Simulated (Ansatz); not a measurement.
**Run report: C2H7ClGe, geometry relaxation (part 2 of 2)**

C2H7ClGe; RKS B3LYP-D4/def2-SVP (Ansatz 0.2.0). The input holds or restrains some coordinates. It belongs to a series of runs on one base structure; here: pulled along the bonds that form and break, towards end A.

Geometry of the input (Å):
```
Ge 0.0000  0.0000  0.0000
H  0.8769  0.0000  1.5144
C  2.0813  0.0000  0.5780
H  2.4290  -1.0463  0.4498
H  2.1298  0.5276  -0.3974
H  2.7332  0.5187  1.3114
Cl -1.0456  1.8115  -0.7393
C  -0.9232  -1.5994  -0.6527
H  -1.4228  -2.1111  0.1962
H  -1.6833  -1.3066  -1.4068
H  -0.1873  -2.2880  -1.1178
```

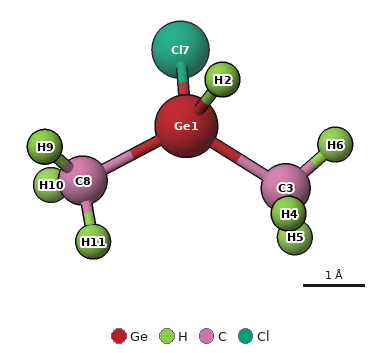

*The geometry at step 9 of the log (ball-and-stick view, seen at a tilt; atoms are numbered from 1 in the order of the input).*

## Trajectory as extended XYZ, continued
```
11
Properties=species:S:1:pos:R:3:forces:R:3 step=2 energy=-71216.59814
Ge    0.0553   -0.0027    0.0759    0.2883  -0.2201   2.9844
H     0.6966    0.0032    1.5884   -3.3799   0.1769   0.2853
C     2.1537   -0.0015    0.4694    0.4595  -0.0126  -1.0948
H     2.4359   -1.0543    0.4381    0.2427  -0.1684  -0.5448
H     2.1616    0.5414   -0.4294    2.3560   0.6988  -1.7849
H     2.7156    0.5172    1.3046   -1.5038  -0.1991  -0.4686
Cl   -1.0298    1.8023   -0.7345    0.8629  -0.6114   0.3936
C    -0.9139   -1.5980   -0.6495    0.2224  -0.0321   0.0354
H    -1.4202   -2.1088    0.1930    0.1797   0.1576  -0.1978
H    -1.6768   -1.3038   -1.4022    0.4067   0.1416   0.3223
H    -0.1899   -2.2887   -1.1179   -0.1345   0.0688   0.0699
11
Properties=species:S:1:pos:R:3:forces:R:3 step=3 energy=-71217.72687
Ge    0.1260   -0.0112    0.1392   -0.0932  -0.2916   1.8423
H     0.5223    0.0068    1.6754   -2.6288   0.0897   0.3933
C     2.1961    0.0006    0.3812   -0.5608  -0.1601   1.1211
H     2.4420   -1.0602    0.4226    0.3945  -0.2019  -0.7646
H     2.2163    0.5591   -0.4838    2.3741   1.0252  -2.6183
H     2.6799    0.5103    1.2884   -1.3942  -0.3361  -1.0794
Cl   -1.0103    1.7829   -0.7210    0.9687  -0.7865   0.5731
C    -0.9072   -1.5901   -0.6447    0.4778   0.2187   0.2740
H    -1.4172   -2.1062    0.1904    0.1587   0.1194  -0.1216
H    -1.6693   -1.2996   -1.3964    0.3904   0.2688   0.2993
H    -0.1906   -2.2861   -1.1157   -0.0871   0.0541   0.0806
11
Properties=species:S:1:pos:R:3:forces:R:3 step=4 energy=-71219.00173
Ge    0.1527   -0.0326    0.2068   -0.3397  -0.1905   0.9540
H     0.3476    0.0080    1.7580   -1.8690  -0.0019   0.2676
C     2.1480    0.0045    0.3257   -0.1986   0.4299  -0.5229
H     2.4577   -1.0516    0.3857    0.2347   0.0785  -0.6794
H     2.3524    0.5781   -0.5741    1.4081  -0.2791  -0.4570
H     2.5938    0.4967    1.2370   -0.9527  -0.0581  -0.7036
Cl   -0.9502    1.7431   -0.6823    0.8008  -0.5917   0.5141
C    -0.8821   -1.5809   -0.6270    0.4486   0.2819   0.3225
H    -1.4077   -2.1021    0.1904    0.0941   0.0199  -0.0280
H    -1.6376   -1.2708   -1.3750    0.3485   0.2960   0.2648
H    -0.1868   -2.2861   -1.1095    0.0252   0.0149   0.0677
11
Properties=species:S:1:pos:R:3:forces:R:3 step=5 energy=-71219.67290
Ge    0.1107   -0.0615    0.2410    0.3609  -0.0420   0.4361
H     0.2504   -0.0073    1.7745   -1.4349  -0.0491   0.4178
C     2.0605    0.0115    0.2582    1.1727   0.3688  -1.3344
H     2.4483   -1.0248    0.3204   -0.0633   0.1079  -0.1821
H     2.5222    0.5321   -0.6237   -0.1327  -0.4814   0.5071
H     2.4082    0.5173    1.1811   -0.3330   0.0355  -0.2937
Cl   -0.8521    1.7326   -0.6134    0.2305  -0.1465   0.2169
C    -0.8405   -1.5860   -0.5868   -0.0675   0.2137   0.0525
H    -1.3933   -2.1206    0.2010    0.0209  -0.0391  -0.0427
H    -1.5672   -1.1997   -1.3245    0.1704  -0.0241   0.1549
H    -0.1595   -2.2872   -1.0920    0.0761   0.0564   0.0677
11
Properties=species:S:1:pos:R:3:forces:R:3 step=6 energy=-71219.73865
Ge    0.1040   -0.0617    0.2163    0.4755  -0.0028   0.7329
H     0.2289   -0.0466    1.7472   -1.3099  -0.1017   0.4905
C     2.0505    0.0151    0.2388    0.9748   0.1293  -1.3157
H     2.4301   -1.0166    0.3714   -0.0715   0.0908  -0.0408
H     2.5330    0.4499   -0.6634   -0.0555  -0.2116   0.2564
H     2.3667    0.5964    1.1202   -0.1848   0.0302  -0.1366
Cl   -0.8177    1.8027   -0.4835    0.0805  -0.1222   0.0095
C    -0.8347   -1.5893   -0.5909   -0.0361   0.1155  -0.0727
H    -1.4103   -2.1095    0.1897    0.0158   0.0202  -0.0114
H    -1.5337   -1.2327   -1.3643    0.0783  -0.0106   0.0576
H    -0.1288   -2.3014   -1.0457    0.0329   0.0628   0.0301
11
Properties=species:S:1:pos:R:3:forces:R:3 step=7 energy=-71219.78789
Ge    0.0977   -0.0763    0.2501    0.6005  -0.0494   0.5132
H     0.2515   -0.1310    1.7747   -1.2272  -0.0551   0.5403
C     2.0389    0.0135    0.2193    1.0028   0.0582  -0.9376
H     2.4136   -0.9963    0.5153   -0.1537   0.4161  -0.0320
H     2.5342    0.2938   -0.7359   -0.1279  -0.0749   0.3065
H     2.3193    0.7463    1.0093   -0.0590  -0.3061  -0.3748
Cl   -0.8081    1.7996   -0.4065   -0.0247   0.0263   0.0222
C    -0.8308   -1.5684   -0.6044   -0.0178  -0.0564  -0.0293
H    -1.4170   -2.1096    0.1536   -0.0045  -0.0047  -0.0357
H    -1.5110   -1.2047   -1.3874    0.0314   0.0228   0.0099
H    -0.1004   -2.2604   -1.0522   -0.0199   0.0232   0.0173
11
Properties=species:S:1:pos:R:3:forces:R:3 step=8 energy=-71219.80143
Ge    0.0980   -0.0952    0.2696    0.6041  -0.0318   0.5207
H     0.2862   -0.1971    1.7878   -1.2105  -0.0769   0.5757
C     2.0375    0.0102    0.2092    0.7235   0.2588  -0.9829
H     2.4073   -0.9180    0.6831   -0.0300   0.1045  -0.0656
H     2.5235    0.1364   -0.7740   -0.0026  -0.0561   0.0904
H     2.3216    0.8669    0.8499   -0.0644  -0.1889  -0.1125
Cl   -0.8352    1.8047   -0.2787   -0.0149  -0.0157  -0.0022
C    -0.8317   -1.5620   -0.6279    0.0193  -0.0430   0.0304
H    -1.4647   -2.0940    0.0983   -0.0114   0.0163  -0.0421
H    -1.4616   -1.1789   -1.4417    0.0059   0.0238  -0.0128
H    -0.0931   -2.2668   -1.0398   -0.0191   0.0090   0.0010
11
Properties=species:S:1:pos:R:3:forces:R:3 step=9 energy=-71219.80512
Ge    0.0972   -0.1079    0.2947    0.6029  -0.0146   0.4356
H     0.3257   -0.2164    1.8070   -1.2106  -0.1283   0.5966
C     2.0330    0.0204    0.1908    0.6399   0.1263  -1.0668
H     2.4196   -0.8965    0.6662   -0.0165   0.0089  -0.0032
H     2.5085    0.1319   -0.7967   -0.0102   0.0008   0.0070
H     2.3199    0.8782    0.8170   -0.0053  -0.0024   0.0016
Cl   -0.8732    1.7860   -0.2086   -0.0149  -0.0059   0.0013
C    -0.8301   -1.5615   -0.6273    0.0375  -0.0296   0.0475
H    -1.5711   -2.0226    0.0416   -0.0146   0.0066  -0.0089
H    -1.3451   -1.1805   -1.5191    0.0160   0.0374  -0.0213
H    -0.0963   -2.3246   -0.9298   -0.0242   0.0007   0.0107
11
Properties=species:S:1:pos:R:3:forces:R:3 step=10 energy=-71219.79016 accepted=F
Ge    0.1005   -0.1236    0.3176    0.5759   0.0269   0.4345
H     0.3721   -0.2575    1.8225   -1.1941  -0.1630   0.5934
C     2.0318    0.0367    0.1660    0.5701   0.0456  -1.0929
H     2.4372   -0.8747    0.6349   -0.0123  -0.0085   0.0135
H     2.4901    0.1456   -0.8290   -0.0221   0.0400  -0.0210
H     2.3200    0.8946    0.7864    0.0229   0.0800   0.0407
Cl   -0.9254    1.7613   -0.1188    0.0175  -0.0364   0.0105
C    -0.8285   -1.5629   -0.6226   -0.3277  -0.3388  -0.2483
H    -1.7166   -1.9149   -0.0312    0.6011   0.2215  -0.4237
H    -1.1802   -1.1862   -1.6196    0.2390  -0.2905   0.6329
H    -0.1130   -2.4121   -0.7706   -0.4705   0.4232   0.0605
11
Properties=species:S:1:pos:R:3:forces:R:3 step=11 energy=-71219.80923
Ge    0.1021   -0.1171    0.3036    0.5800  -0.0077   0.4563
H     0.3486   -0.2367    1.8126   -1.2014  -0.1403   0.6042
C     2.0351    0.0288    0.1803    0.6014   0.1215  -1.0678
H     2.4292   -0.8874    0.6496   -0.0038  -0.0030   0.0036
H     2.5013    0.1446   -0.8103    0.0008   0.0138  -0.0122
H     2.3204    0.8851    0.8080    0.0056   0.0166   0.0066
Cl   -0.9028    1.7665   -0.1747    0.0041  -0.0097   0.0094
C    -0.8288   -1.5628   -0.6231   -0.0560  -0.0504  -0.0348
H    -1.6383   -1.9683    0.0072    0.0831   0.0580  -0.0771
H    -1.2650   -1.1769   -1.5592    0.0593  -0.0504   0.0855
H    -0.1140   -2.3695   -0.8581   -0.0731   0.0515   0.0263
11
Properties=species:S:1:pos:R:3:forces:R:3 step=12 energy=-71219.81277
Ge    0.1029   -0.1282    0.3162    0.6056   0.0282   0.4376
H     0.3706   -0.2569    1.8213   -1.1963  -0.1696   0.6076
C     2.0329    0.0374    0.1684    0.5815   0.1155  -1.0643
H     2.4386   -0.8769    0.6318    0.0084   0.0020  -0.0028
H     2.4872    0.1593   -0.8273   -0.0073   0.0127  -0.0025
H     2.3177    0.8943    0.7955    0.0045   0.0162   0.0055
Cl   -0.9181    1.7553   -0.1297   -0.0036  -0.0159   0.0076
C    -0.8275   -1.5652   -0.6225   -0.1383  -0.1086  -0.0824
H    -1.7021   -1.9084   -0.0357    0.2083   0.0853  -0.1608
H    -1.1789   -1.1896   -1.6030    0.0925  -0.1162   0.2196
H    -0.1353   -2.4147   -0.7792   -0.1554   0.1504   0.0348
11
Properties=species:S:1:pos:R:3:forces:R:3 step=13 energy=-71219.81733
Ge    0.1062   -0.1291    0.3192    0.5600  -0.0232   0.4464
H     0.3849   -0.2812    1.8200   -1.1899  -0.1639   0.6222
C     2.0348    0.0425    0.1609    0.5824   0.1817  -1.0811
H     2.4491   -0.8736    0.6131   -0.0073   0.0048  -0.0105
H     2.4792    0.1776   -0.8377    0.0009   0.0024   0.0050
H     2.3215    0.8961    0.7926   -0.0015   0.0005   0.0011
Cl   -0.9440    1.7453   -0.0988    0.0272  -0.0192   0.0131
C    -0.8275   -1.5630   -0.6206   -0.0876  -0.0902  -0.0825
H    -1.7429   -1.8543   -0.0721    0.1793   0.0691  -0.1180
H    -1.1119   -1.2126   -1.6302    0.0626  -0.0913   0.1874
H    -0.1612   -2.4412   -0.7107   -0.1260   0.1292   0.0169
11
Properties=species:S:1:pos:R:3:forces:R:3 step=14 energy=-71219.82031
Ge    0.1002   -0.1448    0.3346    0.6897   0.0799   0.3897
H     0.4059   -0.3068    1.8289   -1.1922  -0.2107   0.6330
C     2.0229    0.0586    0.1450    0.5904   0.1365  -1.0572
H     2.4559   -0.8689    0.5564    0.0240   0.0282  -0.0187
H     2.4476    0.2357   -0.8566   -0.0215  -0.0155   0.0295
H     2.3122    0.8931    0.8019   -0.0220  -0.0192  -0.0123
Cl   -0.9200    1.7524   -0.0488   -0.0511  -0.0406   0.0045
C    -0.8263   -1.5732   -0.6181   -0.1401  -0.1441  -0.0995
H    -1.8054   -1.7766   -0.1401    0.2508   0.0376  -0.1543
H    -0.9961   -1.2680   -1.6705    0.0496  -0.0979   0.2862
H    -0.2089   -2.4951   -0.5969   -0.1774   0.2458  -0.0008
11
Properties=species:S:1:pos:R:3:forces:R:3 step=15 energy=-71219.82867
Ge    0.1073   -0.1434    0.3303    0.6171  -0.0112   0.4506
H     0.4150   -0.3191    1.8216   -1.1670  -0.2162   0.6543
C     2.0291    0.0603    0.1383    0.5650   0.1944  -1.0763
H     2.4671   -0.8665    0.5442    0.0003   0.0061  -0.0024
H     2.4512    0.2420   -0.8625   -0.0039  -0.0003  -0.0008
H     2.3152    0.8928    0.7979    0.0003  -0.0020  -0.0017
Cl   -0.9594    1.7315   -0.0167   -0.0189   0.0208  -0.0187
C    -0.8264   -1.5683   -0.6168    0.0067   0.0063  -0.0075
H    -1.8223   -1.7286   -0.1799   -0.0024   0.0088  -0.0012
H    -0.9433   -1.2938   -1.6752    0.0055  -0.0054   0.0008
H    -0.2455   -2.5005   -0.5455   -0.0027  -0.0014   0.0029
```
